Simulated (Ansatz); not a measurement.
# Calculations on CH6S2Si

**1. Relaxation**

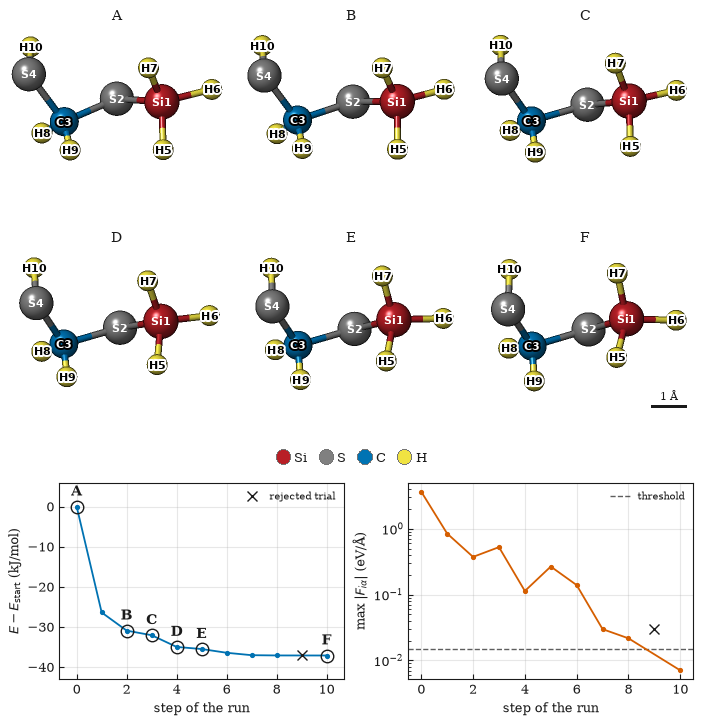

Frames of a relaxation of CH6S2Si, marked on the history of the run. A ball-and-stick model, seen from a free direction.

The run prepares an end point of a later path (torsion) calculation, from a guessed geometry.

Computed with RKS PBE0-D4/def2-SVP in Ansatz 0.2.0.

Input
```yaml
crystal:
  periodic: [false, false, false]
  atoms:
    - { symbol: Si, position_ang: [-1.2935, 1.0893, -0.3715] }
    - { symbol: S, position_ang: [0.1214, 0.5642, 1.0731] }
    - { symbol: C, position_ang: [0.6045, -1.0755, 0.5229] }
    - { symbol: S, position_ang: [2.0129, -0.9756, -0.7159] }
    - { symbol: H, position_ang: [-2.3552, 0.0474, -0.4757] }
    - { symbol: H, position_ang: [-1.9805, 2.4195, 0.0413] }
    - { symbol: H, position_ang: [-0.6605, 1.3093, -1.6979] }
    - { symbol: H, position_ang: [1.0807, -1.5883, 1.3982] }
    - { symbol: H, position_ang: [-0.2021, -1.6463, 0.2021] }
    - { symbol: H, position_ang: [2.7554, -0.1952, 0.0263] }
basis:
  gaussian: { orbitals: def2-SVP }
hamiltonian:
  xc: pbe0
  dispersion: d4
relax:
  f_tol: 0.015
  max_steps: 40
```

Run as
```bash
ansatz run input.yaml --threads 2 --pin off --max-ram 3072MiB --backend cpu --events-out ev --progress --plain --runs-dir out
```

### Describe the path.

After 9 accepted moves (10 points after the start) the energy has fallen by 37.1 kJ/mol. Largest force component: 3.7 eV/Å at the start, 0.007 eV/Å at the end. The line search rejected the trial step at point 9 of the run. H5 moves most after the best rigid fit: 0.71 Å. Largest moves by element: H 0.71 Å, S 0.58 Å, C 0.22 Å, Si 0.17 Å. Near-neighbour distances that change, for instance: C3–S4 1.878 → 1.811 Å, Si1–S2 2.089 → 2.154 Å, C3–H9 1.039 → 1.101 Å, Si1–H6 1.553 → 1.492 Å. Bond angles that change, for instance: S4–C3–H9 114.1° → 105.1°, S4–C3–H8 102.8° → 111.0°, S2–C3–S4 110.8° → 116.7°. Groups turn about S2–C3 by about 30°. From step 0 to 2: S2 moves most (0.12 Å), energy −30.9 kJ/mol. From step 2 to 3: H10 moves most (0.20 Å), energy −1.15 kJ/mol. From step 3 to 4: H5 moves most (0.20 Å), energy −2.92 kJ/mol. From step 4 to 5: H5 moves most (0.20 Å), energy −0.52 kJ/mol. From step 5 to 10: H10 moves most (0.17 Å), energy −1.61 kJ/mol.

| step | E − E(0), kJ/mol | largest force component, eV/Å | note |
| --- | --- | --- | --- |
| 0 | 0.00 | 3.6657 |  |
| 1 | -26.39 | 0.8465 |  |
| 2 | -30.91 | 0.3739 |  |
| 3 | -32.06 | 0.5264 |  |
| 4 | -34.97 | 0.1134 |  |
| 5 | -35.50 | 0.2668 |  |
| 6 | -36.43 | 0.1393 |  |
| 7 | -37.03 | 0.0298 |  |
| 8 | -37.10 | 0.0216 |  |
| 9 | -37.09 | 0.0298 | rejected |
| 10 | -37.11 | 0.0070 |  |

**2. Relaxation**

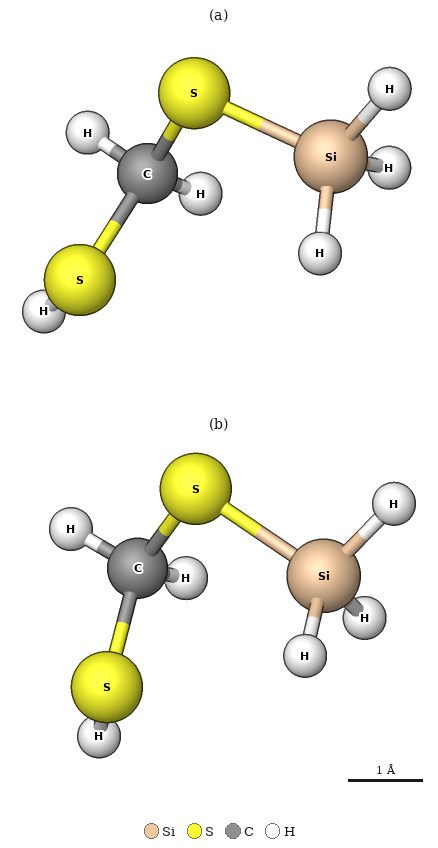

The structure of CH6S2Si before (top) and after (bottom) a relaxation, at one scale.

A ball-and-stick model, seen at a tilt.

The run prepares an end point of a later path (torsion) calculation, from a guessed geometry.

All numbers below come from Ansatz 0.2.0, RKS PBE0-D4/def2-SVP. Settings: no spin polarisation; force threshold 0.015 eV/Å; at most 40 steps.

Question: Summarise the run.

Answer: An H atom moves most after the best rigid fit: 0.78 Å. Largest moves by element: H 0.78 Å, S 0.37 Å, C 0.24 Å, Si 0.17 Å. Among the contacts that change: S–Si 2.089 → 2.157 Å, H–Si 1.553 → 1.492 Å, C–H 1.039 → 1.100 Å, C–S 1.878 → 1.821 Å. Among the angles between lasting bonds that change: S–C–H 102.8° → 111.0°, S–Si–H 109.3° → 104.1°, S–C–H 114.1° → 110.0°. Groups turn about C–S by about 25°, C–S by about 20°. The energy falls by 6.97 kcal/mol in 11 geometry steps. Largest force component: 3.3 eV/Å at the start, 0.0067 eV/Å at the end. The forces were under the threshold at step 8, but the run went on from there. Cost: 11 s on 2 threads of AMD EPYC 9R45 96-Core Processor (Zen 5) (shared host), peak memory 0.23 GiB.

**3. Path**

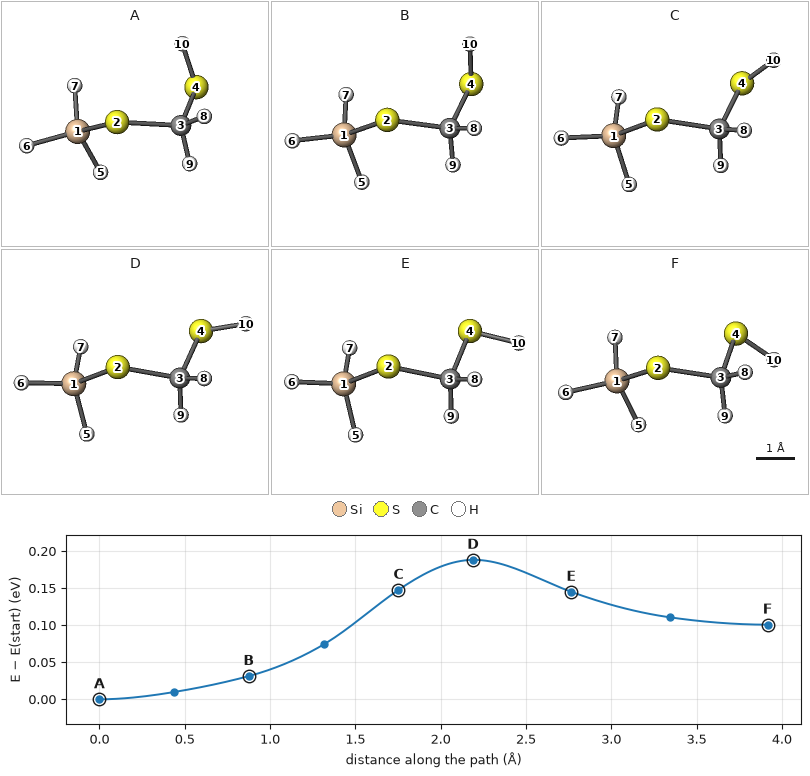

A nudged-elastic-band calculation for CH$_{6}$S$_{2}$Si. Images are numbered from 0 (start) to 8 (end). Frames A to F are images 0, 2, 4, 5, 6, 8. Style: ball-and-stick. Shown at a tilt.

Computed with Ansatz 0.2.0, RKS PBE0-D4/def2-SVP. Run with 7 movable images; climbing image; force threshold 0.05 eV/Å; iteration limit 60; starting path through a guess of the saddle point.

What happens along the path, and what is the barrier?

The motion is a rotation about the C3–S4 bond by about 145°. No bond forms or breaks between the ends. Among the angles between lasting bonds that change up to the highest image: S4–C3–H9 105.1° → 110.0°, S2–C3–S4 116.7° → 114.4°. Forward barrier 0.188 eV, backward barrier 0.088 eV, with image 5 at the top; the reaction energy is +0.101 eV. The band converged in 8 iterations, with a climbing image at the top. At the top, the vibrational analysis gives one imaginary mode (238i cm⁻¹), as a transition state must have.

Cost: 52 s on 2 threads of AMD EPYC 9R45 96-Core Processor (Zen 5), on a shared host, peak memory 0.24 GiB.
